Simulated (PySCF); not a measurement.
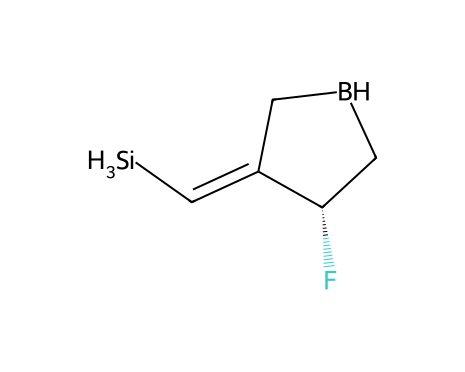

The computed structure is the end point of a GFN2-xTB optimisation. No frequency run is at hand to confirm it as a minimum. Properties computed with CAM-B3LYP/def2-SVPD, gas phase (PySCF 2.14.0). Excitations: vertical, linear response.

### Give the HOMO–LUMO gap at this level.

8.75 eV.

### Give the brightest of the 8 lowest singlets at this level.

6.56 eV.

### Estimate the lowest vertical singlet excitation.

5.78 eV.

### What is the dipole moment?

1.73 D.

The geometry is semi-empirical. Around B, Si such bond lengths and angles can be off by a tenth of an ångström or more and by several degrees, and values that hang on the shape move with them.
